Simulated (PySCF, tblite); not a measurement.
# C3H10BN: dynamics, then NMR shifts and electronic excitations on frames

How do NMR shifts and electronic excitations of C3H10BN (`CBNCC`) change as the atoms move?

Computed with tblite 0.8.0 and PySCF 2.14.0, with density-fitted response routines of our own, on a single molecule in the gas phase. Atoms count from 0, in the outputs and in this text.

## Step 1: Starting geometry

15 atoms, charge 0, multiplicity 1; geometry from: GFN2-xTB.

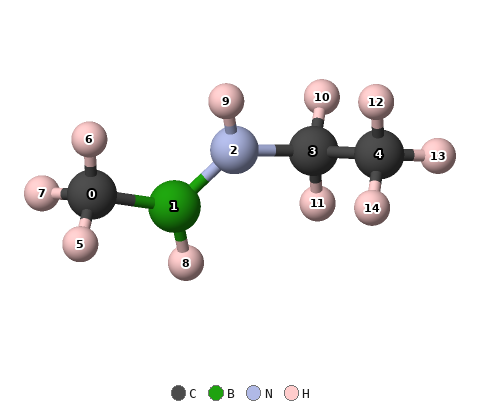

As it starts; carbon dark grey, boron green, nitrogen light blue, hydrogen pink, atoms numbered; sticks join atoms by distance.

## Step 2: Dynamics with GFN2-xTB

What the job is given:

```
{"job": {"kind": "md", "xc": "GFN2-xTB", "basis": "xTB", "temperature": 600, "steps": 2000, "every": 50, "frames": 5}, "charge": 0, "multiplicity": 1}
C     -2.565071     0.371863     0.152506
B     -1.223897    -0.391354     0.515723
N     -0.057880    -0.101822    -0.162702
C      1.255816    -0.670246     0.036913
C      2.264496     0.383300     0.493073
H     -2.958960     0.900030     1.019595
H     -2.447068     1.099289    -0.648782
H     -3.340689    -0.328233    -0.153601
H     -1.197096    -1.212398     1.355186
H     -0.052177     0.608443    -0.882389
H      1.607817    -1.128036    -0.897346
H      1.173405    -1.454258     0.791732
H      2.363308     1.166827    -0.256192
H      3.239269    -0.071288     0.649760
H      1.934315     0.835873     1.425024
```

Level: GFN2-xTB Langevin dynamics, gas phase.

Command:

```bash
> OMP_NUM_THREADS=1 python probes_run.py task.json out
```

The driver reads the jobs from task.json and runs them one after another.

The log of the run:

```text
t/fs     T/K      E/eV
    0.0   478.5   -427.35847
   25.0   260.6   -426.63790
   50.0   392.4   -426.67047
   75.0   454.6   -426.74023
  100.0   463.6   -426.59879
  125.0   401.6   -426.67692
  150.0   337.8   -426.52396
  175.0   398.0   -426.54876
  200.0   649.1   -426.77343
  225.0   472.9   -426.32797
  250.0   579.6   -426.38409
  275.0   551.5   -426.29923
  300.0   487.0   -425.81339
  325.0   596.8   -425.82299
  350.0   827.9   -426.26295
  375.0   510.3   -426.01367
  400.0   796.8   -426.43585
  425.0   545.2   -426.19477
  450.0   633.2   -426.45580
  475.0   632.2   -426.35185
  500.0   703.8   -426.21322
  525.0   561.1   -426.17960
  550.0   675.6   -426.34883
  575.0   698.2   -426.48795
  600.0   640.1   -426.25334
  625.0   768.6   -426.64811
  650.0   602.8   -426.28866
  675.0   655.1   -426.34031
  700.0   599.5   -426.05190
  725.0   857.5   -426.62375
  750.0   622.7   -426.11765
  775.0   693.8   -426.47098
  800.0   471.5   -426.25948
  825.0   469.1   -426.52995
  850.0   402.2   -426.57966
  875.0   402.5   -426.41316
  900.0   502.0   -426.46689
  925.0   530.1   -426.41591
  950.0   444.0   -426.25627
  975.0   546.1   -426.26642
 1000.0   394.2   -426.22923
```

Run time: 12 s. Hardware: 1 thread of Arm Neoverse N1, shared host; peak memory 0.18 GiB.

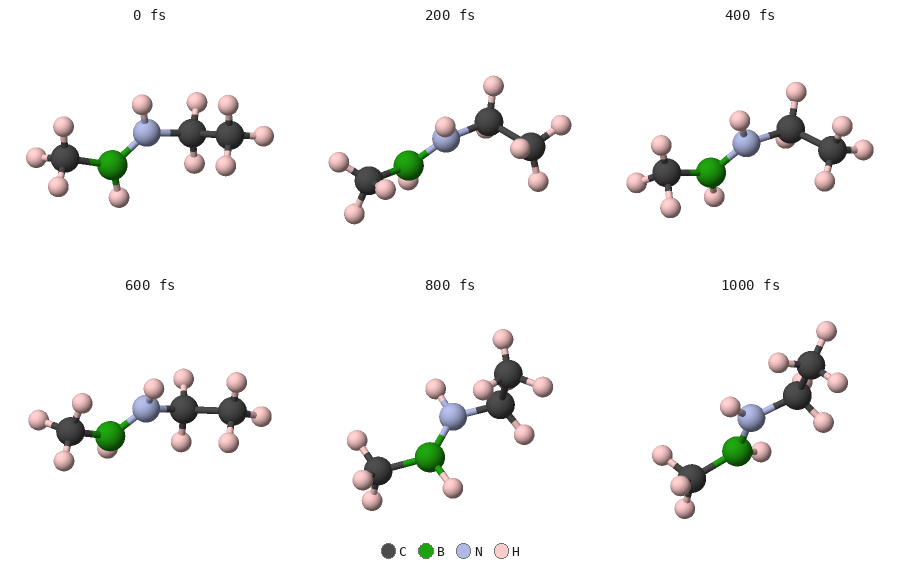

Frames of the run.

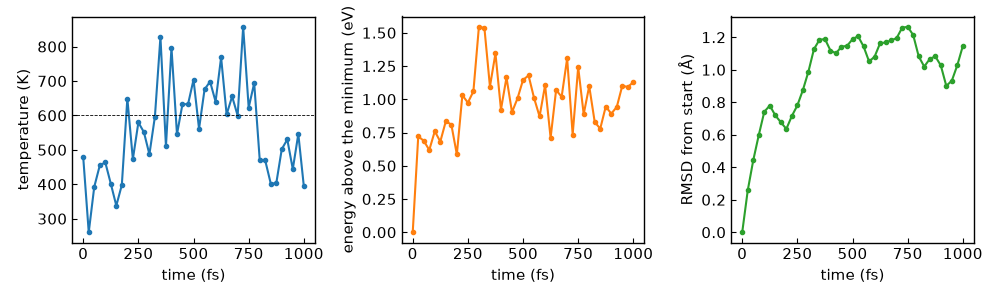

Temperature, potential energy and distance from the start.

Positions (Å) and forces (eV/Å) at 1000 fs:

```xyz
15

C    -2.779   -0.053    1.757   -2.639   -0.785   -0.835
B    -1.316   -0.066    1.246    0.028    2.448   -0.975
N    -0.761    1.033    0.549   -0.296    0.869   -0.183
C     0.676    1.192    0.207   -0.254   -3.152    1.424
C     1.189    2.433   -0.379   -0.734    1.085   -1.572
H    -3.124   -0.876    2.447    0.813    1.132   -0.211
H    -3.192    0.928    2.058    0.446   -0.593    0.261
H    -3.461   -0.306    0.871    0.861    0.339    0.585
H    -0.603   -0.902    1.274    1.256   -1.976    0.528
H    -1.331    1.837    0.233    0.472   -0.606    0.514
H     0.946    0.277   -0.305    0.079   -0.267   -0.835
H     1.258    1.083    1.125   -0.330   -0.281    0.637
H     1.821    2.833    0.353    0.460    1.483    0.960
H     0.258    2.977   -0.559    0.690    0.892   -0.282
H     1.846    2.421   -1.266   -0.850   -0.589   -0.017
```

## Step 3: NMR shieldings: 250 fs, PBE0/pcSseg-1

What the job is given:

```
{"job": {"kind": "nmr", "xc": "PBE0", "basis": "pcSseg-1", "pop": false}, "charge": 0, "multiplicity": 1}
C     -3.074800     0.325000     0.138400
B     -1.809100    -0.524500    -0.026400
N     -0.629600     0.187400    -0.450200
C      0.644600    -0.393400    -0.717600
C      1.602500     0.207700     0.377000
H     -3.032000     1.355800     0.577400
H     -3.821400     0.384500    -0.695500
H     -3.528700    -0.157100     0.942900
H     -1.601900    -1.653700     0.315400
H     -0.736400     1.126700    -0.794600
H      0.910400    -0.144800    -1.740400
H      0.489200    -1.414600    -0.545300
H      1.067700     1.015400     0.972300
H      2.460000     0.799500    -0.057900
H      1.902800    -0.655600     0.913500
```

With the program's defaults for keys left out, this is: GIAO PBE0/pcSseg-1 NMR shielding, non-relativistic, gas phase.

The log of the run:

```text
coarse grid: 11608 points
cycle   1  E = -199.5894864289  dE =  2.974e-01  |g| = 4.552e-01  |ddm| = 3.102e+00
cycle   2  E = -199.5788080776  dE =  1.068e-02  |g| = 5.141e-01  |ddm| = 8.177e-01
cycle   3  E = -199.6441356120  dE = -6.533e-02  |g| = 6.637e-02  |ddm| = 4.383e-01
cycle   4  E = -199.6449306504  dE = -7.950e-04  |g| = 2.942e-02  |ddm| = 6.106e-02
cycle   5  E = -199.6451211830  dE = -1.905e-04  |g| = 4.679e-03  |ddm| = 2.022e-02
cycle   6  E = -199.6451260925  dE = -4.909e-06  |g| = 1.160e-03  |ddm| = 4.822e-03
final grid: 109544 points
cycle   7  E = -199.6715657207  dE = -2.877e-05  |g| = 7.782e-03  |ddm| = 2.230e-02
cycle   8  E = -199.6715580258  dE =  7.695e-06  |g| = 9.824e-03  |ddm| = 1.329e-02
cycle   9  E = -199.6715804563  dE = -2.243e-05  |g| = 1.315e-03  |ddm| = 7.320e-03
cycle  10  E = -199.6715808474  dE = -3.911e-07  |g| = 2.240e-04  |ddm| = 9.730e-04
cycle  11  E = -199.6715808577  dE = -1.038e-08  |g| = 4.587e-05  |ddm| = 1.635e-04
cycle  12  E = -199.6715808582  dE = -4.827e-10  |g| = 1.480e-05  |ddm| = 4.944e-05
converged SCF energy = -199.6715808582

GIAO shielding tensors (ppm)
atom      isotropic    diamagn.    paramagn.     s11        s22        s33       span
  0 C      189.375     248.459     -59.085    172.896    194.988    200.241     27.345
  1 B       57.606     196.734    -139.128     17.486     51.147    104.185     86.700
  2 N       85.419     323.423    -238.004    -55.975    129.096    183.136    239.111
  3 C      143.228     246.430    -103.202    124.604    137.481    167.598     42.995
  4 C      156.344     249.023     -92.679    107.674    169.600    191.759     84.086
  5 H       30.835      30.324       0.511     26.850     29.068     36.588      9.737
  6 H       30.786      27.015       3.771     27.104     27.419     37.837     10.733
  7 H       32.416      29.429       2.987     27.931     30.383     38.935     11.003
  8 H       26.315      31.874      -5.559     24.559     25.980     28.406      3.847
  9 H       26.929      35.438      -8.509     22.719     27.321     30.748      8.029
 10 H       28.465      30.485      -2.020     23.562     28.129     33.704     10.142
 11 H       29.112      33.131      -4.019     25.311     29.557     32.467      7.157
 12 H       29.558      30.268      -0.710     25.797     29.750     33.126      7.329
 13 H       29.043      28.642       0.401     25.172     26.957     35.000      9.827
 14 H       29.586      30.701      -1.115     25.081     28.568     35.109     10.028
```

Wall time 26 s (1 thread of Arm Neoverse N1, shared host); peak memory 0.65 GiB.

The references, computed at this level on geometries of the same kind, shield at (ppm): 1H TMS 31.72, 13C TMS 186.9, 15N NH3 267.7, 11B BF3·OEt2 100.1. Their shielding less the atom's gives the shift. The references are single molecules in the gas phase, so shifts against H2O, NH3, PH3, H3PO4 or CFCl3 are not on the usual liquid scales and can be off by tens of ppm. Each atom is listed at this fixed geometry, with no averaging over motion; a spectrum would average atoms that exchange fast.

```tsv
atoms	environment	σ (ppm)	δ (ppm)
C3	sp3 CH2 bonded to N	143.2	43.7
C4	methyl carbon	156.3	30.6
C0	methyl carbon bonded to B	189.4	-2.4
H8	hydrogen on a boron bonded to C, N	26.32	5.40
H9	hydrogen on a nitrogen bonded to C, B	26.93	4.79
H10	hydrogen on an sp3 CH2 bonded to N	28.47	3.25
H13	hydrogen on a methyl carbon	29.04	2.67
H11	hydrogen on an sp3 CH2 bonded to N	29.11	2.61
H12	hydrogen on a methyl carbon	29.56	2.16
H14	hydrogen on a methyl carbon	29.59	2.13
H6	hydrogen on a methyl carbon bonded to B	30.79	0.93
H5	hydrogen on a methyl carbon bonded to B	30.84	0.88
H7	hydrogen on a methyl carbon bonded to B	32.42	-0.70
B1	boron bonded to C, N, H	57.6	42.5
N2	nitrogen bonded to C, B, H	85.4	182.3
```

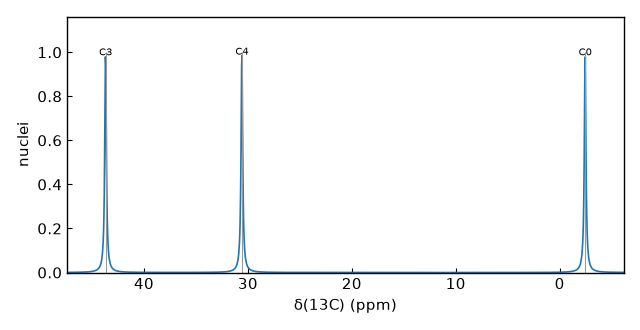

13C lines at the computed shifts, without couplings. Lines are broadened to a width of 0.18 ppm (Lorentzian).

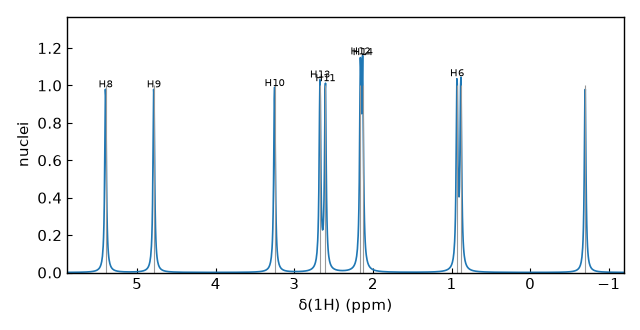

1H lines at the computed shifts, without couplings. Lines are broadened to a width of 0.02 ppm (Lorentzian).

Orbitals, density, ELF and potential are computed afterwards from the orbital file.

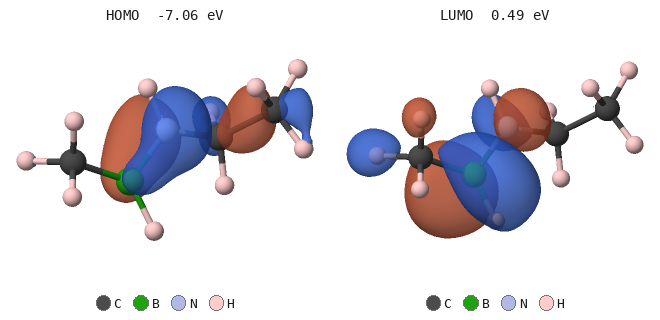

PBE0/pcSseg-1 orbitals near the gap, drawn at the value that encloses 70 % of each; the two colours are the two signs.

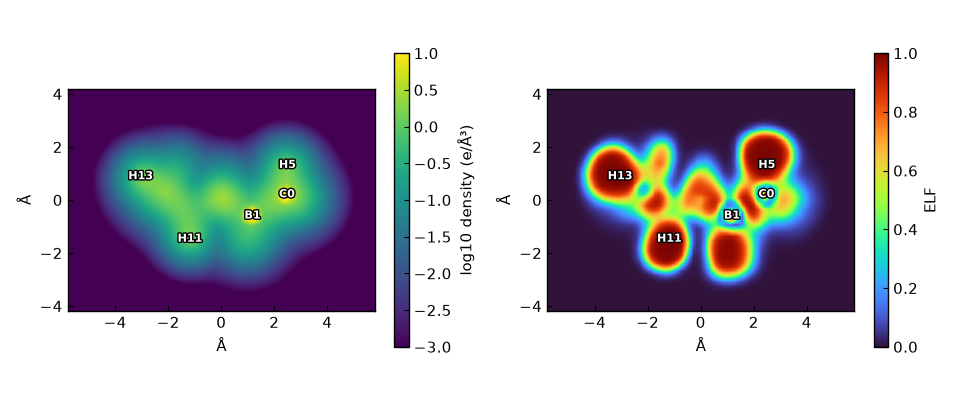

Density (left) and ELF (right) in a plane through or near 5 of the atoms.

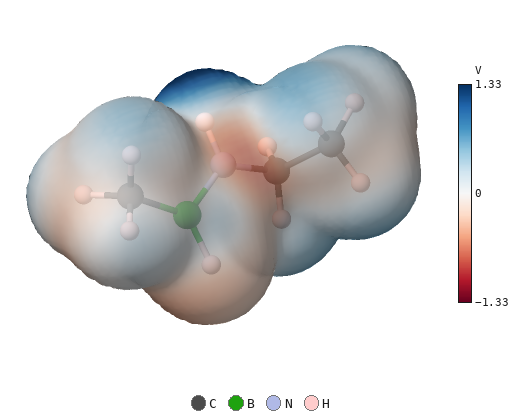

Electrostatic potential on the surface of density 0.002 e/bohr³; red is low, blue high. It runs from -0.55 to 1.33 V.

## Step 4: Ultraviolet spectrum: 250 fs, PBE0/def2-SVPD

Same as in step 3 but for these lines:

```diff
@@ -1,2 +1,2 @@
-{"job": {"kind": "nmr", "xc": "PBE0", "basis": "pcSseg-1", "pop": false}, "charge": 0, "multiplicity": 1}
+{"job": {"kind": "uv", "xc": "PBE0", "basis": "def2-SVPD", "nstates": 5, "ntriplets": 0}, "charge": 0, "multiplicity": 1}
 C     -3.074800     0.325000     0.138400
```

Method: TDDFT PBE0/def2-SVPD, vertical, gas phase, core orbitals frozen in the response.

The log of the run:

```text
coarse grid: 11608 points
cycle   1  E = -199.4856582244  dE =  2.524e-01  |g| = 4.396e-01  |ddm| = 5.209e+00
cycle   2  E = -199.4736862264  dE =  1.197e-02  |g| = 5.030e-01  |ddm| = 1.284e+00
cycle   3  E = -199.5380494592  dE = -6.436e-02  |g| = 6.547e-02  |ddm| = 6.260e-01
cycle   4  E = -199.5388383699  dE = -7.889e-04  |g| = 3.010e-02  |ddm| = 9.265e-02
cycle   5  E = -199.5390472883  dE = -2.089e-04  |g| = 4.196e-03  |ddm| = 3.291e-02
cycle   6  E = -199.5390514533  dE = -4.165e-06  |g| = 1.122e-03  |ddm| = 9.573e-03
final grid: 109544 points
cycle   7  E = -199.5650686646  dE = -3.033e-05  |g| = 7.547e-03  |ddm| = 1.015e-01
cycle   8  E = -199.5650606518  dE =  8.013e-06  |g| = 9.639e-03  |ddm| = 1.925e-02
cycle   9  E = -199.5650829046  dE = -2.225e-05  |g| = 1.300e-03  |ddm| = 1.072e-02
cycle  10  E = -199.5650833006  dE = -3.960e-07  |g| = 1.945e-04  |ddm| = 1.477e-03
cycle  11  E = -199.5650833090  dE = -8.340e-09  |g| = 4.156e-05  |ddm| = 3.305e-04
cycle  12  E = -199.5650833094  dE = -4.108e-10  |g| = 1.385e-05  |ddm| = 1.320e-04
converged SCF energy = -199.5650833094

Static polarisability (au): isotropic 63.226, principal 53.243 57.474 78.960

Singlet excitations
state   eV       nm        f      main configurations
  1   6.4868    191.1   0.15156   H->L 0.60, H->L+1 0.36
  2   6.6758    185.7   0.09591   H->L+1 0.57, H->L 0.37
  3   7.2765    170.4   0.01243   H->L+2 0.93
  4   7.4248    167.0   0.00241   H->L+3 0.82, H->L+4 0.13
  5   7.5830    163.5   0.03478   H->L+4 0.63, H-1->L 0.19, H->L+3 0.10
```

Wall time 37 s (1 thread of Arm Neoverse N1, shared host); peak memory 0.75 GiB.

Frontier orbitals and where they lie:

```tsv
orbital	eV	atoms
HOMO−3	-9.91	C4 30 %, C3 15 %, H13 13 %
HOMO−2	-9.25	B1 33 %, H8 28 %, C0 17 %
HOMO−1	-8.97	C0 34 %, B1 16 %, N2 13 %
HOMO	-7.09	N2 51 %, B1 12 %, C4 11 %
LUMO	0.32	B1 43 %, N2 16 %, C0 14 %
LUMO+1	0.72	B1 35 %, C4 11 %, H9 9 %
LUMO+2	1.23	C0 14 %, C4 13 %, B1 13 %
```

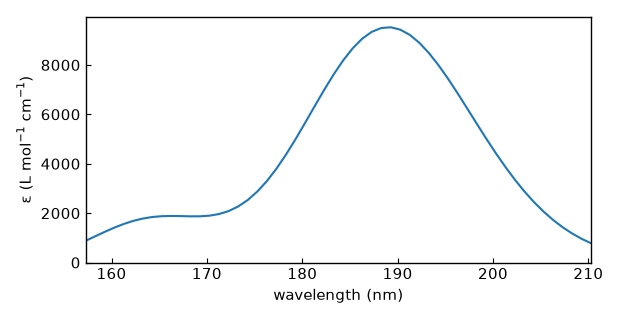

Absorption spectrum: each of the 5 states is a Gaussian band of 0.4 eV half-width at 1/e. Beyond the last state computed it falls off for lack of states.

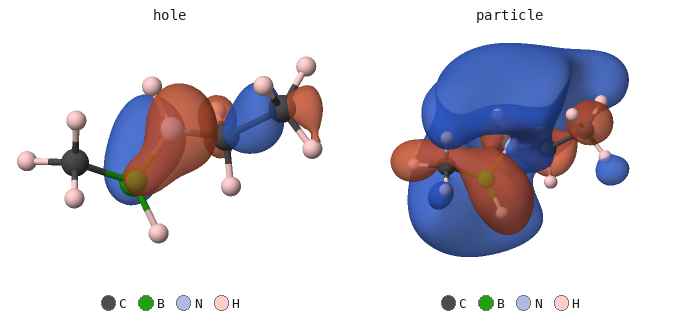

Leading natural transition orbitals of singlet state 1: the electron leaves the hole (left) for the particle orbital (right).

Ground-state properties from the same run:

```tsv
property	computed
dipole moment (D)	1.23
polarisability (Å³)	9.37
HOMO–LUMO gap (eV)	7.41
−ε(HOMO) (eV)	7.09
```

## Step 5: NMR shieldings: 425 fs, PBE0/pcSseg-1

What the job is given:

```
{"job": {"kind": "nmr", "xc": "PBE0", "basis": "pcSseg-1", "pop": false}, "charge": 0, "multiplicity": 1}
C     -3.130700     0.284900     0.308700
B     -1.688500    -0.380200     0.215400
N     -0.491900     0.270000    -0.226200
C      0.743100    -0.454300    -0.416300
C      1.712000     0.268200     0.509000
H     -3.180900     0.893200    -0.560000
H     -3.840900    -0.496700     0.094700
H     -3.633400     0.687100     1.287700
H     -1.460000    -1.504400     0.519400
H     -0.315900     1.220800    -0.424100
H      1.029000    -0.486700    -1.411900
H      0.427300    -1.541900    -0.176400
H      1.031500     0.635100     1.390400
H      2.132600     1.233100     0.125200
H      2.467900    -0.396400     0.839100
```

Level: GIAO PBE0/pcSseg-1 NMR shielding, non-relativistic, gas phase.

The log of the run:

```text
coarse grid: 11608 points
cycle   1  E = -199.5907925325  dE =  2.611e-01  |g| = 4.270e-01  |ddm| = 3.097e+00
cycle   2  E = -199.5845744921  dE =  6.218e-03  |g| = 4.713e-01  |ddm| = 7.558e-01
cycle   3  E = -199.6396210454  dE = -5.505e-02  |g| = 5.825e-02  |ddm| = 3.938e-01
cycle   4  E = -199.6402143458  dE = -5.933e-04  |g| = 2.904e-02  |ddm| = 5.851e-02
cycle   5  E = -199.6403995693  dE = -1.852e-04  |g| = 5.182e-03  |ddm| = 2.029e-02
cycle   6  E = -199.6404057115  dE = -6.142e-06  |g| = 1.058e-03  |ddm| = 5.185e-03
final grid: 109544 points
cycle   7  E = -199.6662035977  dE = -3.400e-05  |g| = 7.168e-03  |ddm| = 2.212e-02
cycle   8  E = -199.6661981476  dE =  5.450e-06  |g| = 8.763e-03  |ddm| = 1.219e-02
cycle   9  E = -199.6662164456  dE = -1.830e-05  |g| = 1.010e-03  |ddm| = 6.489e-03
cycle  10  E = -199.6662166753  dE = -2.297e-07  |g| = 2.443e-04  |ddm| = 8.127e-04
cycle  11  E = -199.6662166873  dE = -1.202e-08  |g| = 5.156e-05  |ddm| = 1.656e-04
cycle  12  E = -199.6662166880  dE = -6.542e-10  |g| = 1.269e-05  |ddm| = 5.481e-05
converged SCF energy = -199.6662166880

GIAO shielding tensors (ppm)
atom      isotropic    diamagn.    paramagn.     s11        s22        s33       span
  0 C      185.457     249.309     -63.852    160.994    195.798    199.580     38.586
  1 B       57.257     195.250    -137.992     16.118     56.470     99.184     83.065
  2 N       99.209     323.693    -224.483    -25.118    119.026    203.720    228.838
  3 C      135.314     246.801    -111.487    108.595    127.011    170.335     61.739
  4 C      154.352     250.270     -95.918    115.206    162.522    185.327     70.121
  5 H       31.927      30.750       1.177     26.971     31.235     37.575     10.604
  6 H       31.697      28.967       2.730     28.022     29.055     38.014      9.992
  7 H       28.994      26.560       2.435     25.141     26.511     35.331     10.190
  8 H       26.465      32.566      -6.101     24.420     25.365     29.609      5.189
  9 H       27.965      35.883      -7.918     24.152     28.792     30.951      6.799
 10 H       29.376      32.249      -2.873     26.007     28.367     33.754      7.747
 11 H       26.809      30.292      -3.483     22.949     26.969     30.509      7.560
 12 H       28.490      29.274      -0.784     24.769     29.046     31.654      6.885
 13 H       29.055      29.452      -0.398     26.426     26.830     33.909      7.483
 14 H       30.160      29.922       0.238     25.849     27.453     37.177     11.328
```

It took 18 s on 1 thread of Arm Neoverse N1, shared host; peak memory 0.68 GiB.

This run: δ C3 51.6, C4 32.6, C0 1.5, B1 42.8, H8 5.25, H11 4.91 ppm.

## Step 6: Ultraviolet spectrum: 425 fs, PBE0/def2-SVPD

Same as in step 5 but for these lines:

```diff
@@ -1,2 +1,2 @@
-{"job": {"kind": "nmr", "xc": "PBE0", "basis": "pcSseg-1", "pop": false}, "charge": 0, "multiplicity": 1}
+{"job": {"kind": "uv", "xc": "PBE0", "basis": "def2-SVPD", "nstates": 5, "ntriplets": 0}, "charge": 0, "multiplicity": 1}
 C     -3.130700     0.284900     0.308700
```

With the program's defaults for keys left out, this is: TDDFT PBE0/def2-SVPD, vertical, gas phase, core orbitals frozen in the response.

The log of the run:

```text
coarse grid: 11608 points
cycle   1  E = -199.4872826361  dE =  2.163e-01  |g| = 4.121e-01  |ddm| = 5.118e+00
cycle   2  E = -199.4804151601  dE =  6.867e-03  |g| = 4.586e-01  |ddm| = 1.232e+00
cycle   3  E = -199.5340065540  dE = -5.359e-02  |g| = 5.744e-02  |ddm| = 5.682e-01
cycle   4  E = -199.5345897347  dE = -5.832e-04  |g| = 2.969e-02  |ddm| = 9.123e-02
cycle   5  E = -199.5347929299  dE = -2.032e-04  |g| = 4.627e-03  |ddm| = 3.212e-02
cycle   6  E = -199.5347981417  dE = -5.212e-06  |g| = 1.034e-03  |ddm| = 9.831e-03
final grid: 109544 points
cycle   7  E = -199.5600798438  dE = -3.730e-05  |g| = 7.079e-03  |ddm| = 1.009e-01
cycle   8  E = -199.5600739388  dE =  5.905e-06  |g| = 8.757e-03  |ddm| = 2.037e-02
cycle   9  E = -199.5600926638  dE = -1.872e-05  |g| = 1.051e-03  |ddm| = 1.031e-02
cycle  10  E = -199.5600929228  dE = -2.591e-07  |g| = 2.105e-04  |ddm| = 1.256e-03
cycle  11  E = -199.5600929322  dE = -9.372e-09  |g| = 4.871e-05  |ddm| = 3.541e-04
cycle  12  E = -199.5600929328  dE = -6.031e-10  |g| = 1.205e-05  |ddm| = 9.481e-05
converged SCF energy = -199.5600929328

Static polarisability (au): isotropic 63.768, principal 52.863 57.805 80.636

Singlet excitations
state   eV       nm        f      main configurations
  1   6.8347    181.4   0.01157   H->L+1 0.91
  2   6.8894    180.0   0.22068   H->L 0.85, H-1->L 0.08
  3   7.1219    174.1   0.03796   H-1->L 0.89, H->L 0.08
  4   7.5113    165.1   0.00236   H->L+2 0.89
  5   7.6881    161.3   0.00084   H->L+3 0.88
```

Wall time 30 s (1 thread of Arm Neoverse N1, shared host); peak memory 0.75 GiB.

In short: HOMO -7.36 eV, LUMO 0.37 eV; lowest singlet 6.83 eV.

(Part 1 of 2 ends here.)
